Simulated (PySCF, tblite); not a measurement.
# C₆H₁₂FNSi: geometry, infrared bands and NMR shifts

Aim: predict the infrared bands and NMR shifts of C₆H₁₂FNSi (`C#CC[C@H](F)[SiH2]N(C)C`).

Programs: tblite 0.8.0 and PySCF 2.14.0, with density-fitted response routines of our own. Each step states its level of theory. These are calculated values for one molecule in the gas phase, unless marked as measured. Atoms are numbered from 0 throughout.

### 1 The starting structure

21 atoms, charge 0, multiplicity 1; geometry from: force field or distance geometry start.

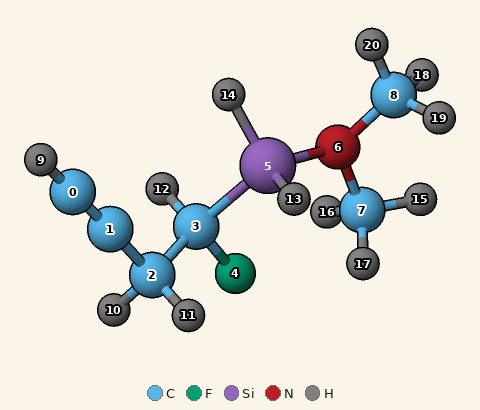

As it starts; carbon blue, fluorine teal, silicon purple, nitrogen red, hydrogen grey, atoms numbered.

### 2 Geometry optimisation with GFN2-xTB

Job settings and geometry (Å):

```
{"job": {"kind": "relax", "xc": "GFN2-xTB", "basis": "xTB"}, "charge": 0, "multiplicity": 1}
C      3.871900     1.283500     0.257700
C      3.156300     0.329000    -0.027800
C      2.349400    -0.841000    -0.357200
C      1.071000    -0.826200     0.416200
F      0.340200    -1.966100     0.056400
Si    -0.030900     0.651100     0.070100
N     -1.681200     0.151700     0.430900
C     -2.059600    -1.132800    -0.067100
C     -2.672900     1.154200     0.384800
H      4.483300     2.113200     0.498300
H      2.890900    -1.777900    -0.101200
H      2.176400    -0.889300    -1.454800
H      1.181400    -0.887800     1.528200
H      0.183100     1.164300    -1.269800
H      0.368500     1.683900     1.053000
H     -3.176200    -1.170000    -0.184700
H     -1.845400    -1.879300     0.744700
H     -1.617700    -1.417600    -1.023500
H     -3.574100     0.779900     0.953600
H     -3.045900     1.397000    -0.624400
H     -2.377300     2.097100     0.870500
```

The run is started by

```
> OMP_NUM_THREADS=1 python probes_run.py task.json out
```

One launch serves the whole session: the jobs run in the order shown.

**Question.** This job is followed by: GFN2-xTB harmonic vibrations, gas phase; GIAO PBE0/pcSseg-1 NMR shielding, non-relativistic, gas phase. Predict these results of the whole session: strongest single infrared mode (GFN2-xTB); zero-point energy (GFN2-xTB); 13C shifts against TMS (PBE0/pcSseg-1, means over atoms taken as alike); 1H shifts against TMS (PBE0/pcSseg-1, means over atoms taken as alike); 19F shifts against CFCl3 (PBE0/pcSseg-1); 29Si shifts against TMS (PBE0/pcSseg-1); 15N shifts against NH3 (PBE0/pcSseg-1).

As calculated:

| quantity | value |
| --- | --- |
| strongest single infrared mode (GFN2-xTB) | 2161 cm⁻¹, 334 km/mol |
| zero-point energy (GFN2-xTB) | 102.4 kcal/mol |
| 13C shifts against TMS (PBE0/pcSseg-1, means over atoms taken as alike) | 92.3, 84.2, 78.7, 41.4, 23.8 ppm |
| 1H shifts against TMS (PBE0/pcSseg-1, means over atoms taken as alike) | 5.02, 4.91, 4.84, 3.01, 2.69, 2.68, 1.45 ppm |
| 19F shifts against CFCl3 (PBE0/pcSseg-1) | -240.5 ppm |
| 29Si shifts against TMS (PBE0/pcSseg-1) | -30.3 ppm |
| 15N shifts against NH3 (PBE0/pcSseg-1) | 16.0 ppm |

The optimisation took 190 steps and gained 0.643 eV; among the close pairs (by a distance rule), Si5–N6 changed most, from 1.762 to 1.715 Å. No mode is imaginary among the 57: a minimum at this level. The strongest single mode, at 2161 cm⁻¹, moves mainly H13. Unscaled tight-binding wavenumbers are off by several per cent, some by more. Its intensities can rank the bands wrongly. C3 (sp3 CH bonded to F and Si) lies farthest downfield among carbon, at 92.3 ppm; deshielded by the electronegative neighbour. The most deshielded hydrogen is H12 (hydrogen on an sp3 CH bonded to F and Si), at 5.02 ppm: its carbon carries F, an electronegative neighbour. At PBE0/pcSseg-1: The largest span, 288 ppm, is at C1, where the paramagnetic term is -163 ppm.
